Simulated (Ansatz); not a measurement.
**quartet [OF2]+: levels of theory compared**

Wanted: a comparison of 6 runs (U-r2SCAN0/STO-3G, UCAM-B3LYP/STO-3G, UPBE/STO-3G, UPBE0/STO-3G, USVWN5/STO-3G, UCCSD/STO-3G) of quartet [OF2]+. 

The results are computed with Ansatz 0.2.0.

18 further runs of the same task are left out: 15 that didn't finish, 3 set aside as unsound or not needed.

## 1. Starting point

The species is [OF2]+ (3 atoms), meant as a quartet with charge +1. SMILES of the parent species: `F[O+]F`. Geometry: relaxed at PBE0-D4/def2-TZVP. That shape belongs to the parent species and isn't relaxed for this state.

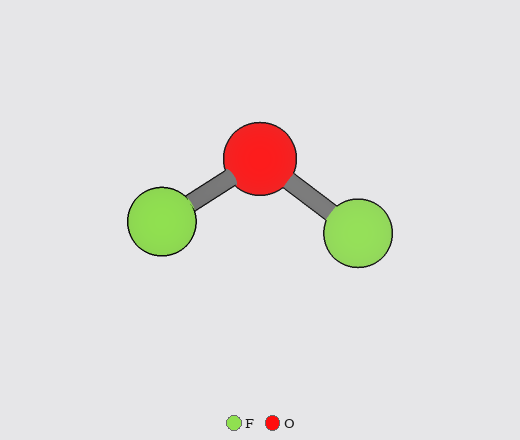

Viewed from a chosen angle; fluorine green, oxygen red.

## 2. The energy at U-r2SCAN0/STO-3G (run 1)

molecule.yaml reads:

```yaml
crystal:
  periodic: [false, false, false]
  atoms:
    - {symbol: F, position_ang: [0.920200, -0.309010, 0.473410]}
    - {symbol: O, position_ang: [0.000640, 0.505210, 0.055670]}
    - {symbol: F, position_ang: [-0.920840, -0.196190, -0.529090]}
basis:
  gaussian:
    orbitals: STO-3G
total_charge: 1
magnetization:
  spin_polarized: true
  initial_magnetization: 3
hamiltonian:
  xc: {name: r2SCAN0}
accuracy: high
```

Launch:

```bash
$ ansatz run molecule.yaml --threads 1 --pin off --max-ram 3480MiB --events-out events.jsonl --progress --plain --runs-dir runs
```

Log:

```text
Warning: RAYON_NUM_THREADS=1 ignored (pool sized by the plan → 1); use --threads N
Functional definition: r2SCAN0
  name "r2SCAN0"
  parameter a = 0.25
  parameter k0 = 0.174
  parameter k1 = 0.065
  parameter a1 = 4.9479
  exchange = (1 - a)*r2scan_x(k0 = k0, k1 = k1, a1 = a1) + a*exact_x
  correlation = r2scan_c
250 factors; integrals over basis functions are off by at most 5.4e-8 eV
mean field evaluation 1: about -7349.9126 eV, gradient 6.2e0 eV
mean field evaluation 2: about -7349.8931 eV, gradient 7.4e0 eV
mean field evaluation 4: about -7350.2407 eV, gradient 3.6e-1 eV
mean field evaluation 8: about -7350.3197 eV, gradient 1.3e-2 eV
mean field evaluation 16: about -7350.7166 eV, gradient 2.1e-1 eV
mean field evaluation 32: about -7350.5364 eV, gradient 4.2e0 eV
mean field -7350.69315977 eV, -270.1329911428 hartree, gradient 8.6e-8 eV, S^2 3.753092; 3 other end points of the search recorded, 0 dependent functions left out
reference -7350.69315985 eV, -270.1329911457 hartree; 14, 11 occupied and 1, 4 virtual orbitals, 250 factors
Total energy: -7350.69315985 eV, -270.1329911457 hartree
```

Run time: 3.9 s. Hardware: 1 thread of Arm Neoverse V2, shared host; peak memory 0.18 GiB.

## 3. The energy at UCAM-B3LYP/STO-3G (run 2)

job.yaml reads:

```yaml
basis:
  gaussian: {orbitals: STO-3G}
crystal:
  periodic: [false, false, false]
  atoms:
    - {symbol: F, position_ang: [0.920200, -0.309010, 0.473410]}
    - {symbol: O, position_ang: [0.000640, 0.505210, 0.055670]}
    - {symbol: F, position_ang: [-0.920840, -0.196190, -0.529090]}
total_charge: 1
magnetization: {spin_polarized: true, initial_magnetization: 3}
hamiltonian: {xc: {name: CAM-B3LYP}}
accuracy: high
```

Launch:

```bash
$ ansatz run job.yaml --threads 1 --pin off --max-ram 3480MiB --events-out events.jsonl --progress --plain --runs-dir runs
```

Log:

```text
Warning: RAYON_NUM_THREADS=1 ignored (pool sized by the plan → 1); use --threads N
Functional definition: CAM-B3LYP
  name "CAM-B3LYP"
  parameter alpha = 0.19
  parameter beta = 0.46
  parameter omega = 0.33/bohr
  parameter ac = 0.81
  exchange = (1 - alpha - beta)*b88_x + beta*b88_x_sr(omega) + alpha*exact_x + beta*exact_x_lr(omega)
  correlation = (1 - ac)*vwn5_c + ac*lyp_c
250 factors; integrals over basis functions are off by at most 5.4e-8 eV
114 factors; integrals over basis functions are off by at most 1.8e-9 eV
mean field evaluation 1: about -7349.3802 eV, gradient 8.2e0 eV
mean field evaluation 2: about -7349.3795 eV, gradient 9.0e0 eV
mean field evaluation 4: about -7349.8634 eV, gradient 2.8e-1 eV
mean field evaluation 8: about -7349.9298 eV, gradient 1.4e-2 eV
mean field evaluation 16: about -7350.2174 eV, gradient 4.6e-2 eV
mean field evaluation 32: about -7348.7124 eV, gradient 1.1e1 eV
mean field -7350.19257045 eV, -270.1145948246 hartree, gradient 2.5e-8 eV, S^2 3.752624; 3 other end points of the search recorded, 0 dependent functions left out
reference -7350.19257624 eV, -270.1145950373 hartree; 14, 11 occupied and 1, 4 virtual orbitals, 250 factors
Total energy: -7350.19257624 eV, -270.1145950373 hartree
```

Run time: 1.8 s. Hardware: 1 thread of Arm Neoverse V2, shared host; peak memory 0.11 GiB.

Run 3 isn't shown in full; the table further down has it.

## 4. The energy at UPBE0/STO-3G (run 4)

run.yaml reads:

```yaml
crystal:
  periodic: [false, false, false]
  atoms:
    - symbol: F
      position_ang: [0.920200, -0.309010, 0.473410]
    - symbol: O
      position_ang: [0.000640, 0.505210, 0.055670]
    - symbol: F
      position_ang: [-0.920840, -0.196190, -0.529090]
basis:
  gaussian: {orbitals: STO-3G}
total_charge: 1
magnetization: {spin_polarized: true, initial_magnetization: 3}
hamiltonian: {xc: {name: PBE0}}
accuracy: high
```

Launch:

```bash
$ ansatz run run.yaml --threads 1 --pin off --max-ram 3480MiB --events-out events.jsonl --progress --plain --runs-dir runs
```

Log:

```text
Warning: RAYON_NUM_THREADS=1 ignored (pool sized by the plan → 1); use --threads N
Functional definition: PBE0
  name "PBE0"
[... 1 set-up line as earlier in the session ...]
  parameter kappa = 0.804
  parameter beta = 0.06672455060314922
  exchange = (1 - a)*pbe_x(kappa = kappa, mu = beta*pi^2/3) + a*exact_x
  correlation = pbe_c(beta = beta)
250 factors; integrals over basis functions are off by at most 5.4e-8 eV
mean field evaluation 1: about -7346.5121 eV, gradient 6.0e0 eV
mean field evaluation 2: about -7346.4096 eV, gradient 8.0e0 eV
mean field evaluation 4: about -7346.7938 eV, gradient 3.8e-1 eV
mean field evaluation 8: about -7346.8875 eV, gradient 8.9e-3 eV
mean field evaluation 16: about -7347.1337 eV, gradient 4.0e-2 eV
mean field evaluation 32: about -7346.1146 eV, gradient 8.3e0 eV
mean field -7347.11118459 eV, -270.0013559829 hartree, gradient 1.8e-8 eV, S^2 3.752473; 3 other end points of the search recorded, 0 dependent functions left out
reference -7347.11118499 eV, -270.0013559974 hartree; 14, 11 occupied and 1, 4 virtual orbitals, 250 factors
Total energy: -7347.11118499 eV, -270.0013559974 hartree
```

It took 1.4 s on 1 thread of Arm Neoverse V2, shared host; peak memory 0.11 GiB.

Run 5 isn't shown in full; the table further down has it.

## 5. The energy at UCCSD/STO-3G (run 6)

run.yaml reads:

```yaml
crystal:
  periodic: [false, false, false]
  atoms:
    - {symbol: F, position_ang: [0.920200, -0.309010, 0.473410]}
    - {symbol: O, position_ang: [0.000640, 0.505210, 0.055670]}
    - {symbol: F, position_ang: [-0.920840, -0.196190, -0.529090]}
basis:
  gaussian: {orbitals: STO-3G}
total_charge: 1
magnetization: {spin_polarized: true, initial_magnetization: 3}
correlation: {method: ccsd, frozen_orbitals: {F: 1, O: 1}}
accuracy: high
scf: {omitted_lower_state_checks: [cluster_reference, increment]}
```

Launch:

```bash
$ ansatz run run.yaml --threads 1 --pin off --max-ram 3480MiB --events-out events.jsonl --progress --plain --runs-dir runs
```

Log:

```text
Warning: RAYON_NUM_THREADS=1 ignored (pool sized by the plan → 1); use --threads N
[... 16 lines left out ...]
3 core orbitals not correlated: weight in the atoms' cores, before any rotation towards them, 1.000 or more for the frozen orbitals, at most 0.000 for the correlated occupied ones
[... 44 lines left out ...]
Total energy: -7328.72269019 eV, -269.3255912777 hartree
Checks for a lower state left out: cluster_reference, increment
```

It took 0.34 s on 1 thread of Arm Neoverse V2, shared host.

## 6. All runs side by side

| run | level | frozen core orbitals | energy (Eh) | ⟨S²⟩ | wall time |
| --- | --- | --- | --- | --- | --- |
| 1 | U-r2SCAN0/STO-3G | – | -270.132991 | 3.753 | 3.9 s |
| 2 | UCAM-B3LYP/STO-3G | – | -270.114595 | 3.753 | 1.8 s |
| 3 | UPBE/STO-3G | – | -269.986032 | 3.752 | 4.8 s |
| 4 | UPBE0/STO-3G | – | -270.001356 | 3.752 | 1.4 s |
| 5 | USVWN5/STO-3G | – | -268.412081 | 3.751 | 2.5 s |
| 6 | UCCSD/STO-3G | 3 | -269.325591 | 3.759 | 0.34 s |

## 7. Summary of results

```
                                          quantity          value
                               run 6: total energy  -269.32559 Eh
run 6: correlation energy (3 core orbitals frozen)      -90.1 mEh
          run 6: ⟨S²⟩ of the reference determinant          3.759
                              run 6: T1 diagnostic          0.042
```

Totals of different functionals can't be ranked against each other. In runs 1, 2, 3, 4, 5, 6 the basis is minimal, so the values are rough. All runs together took 15 s, the longest 4.8 s.
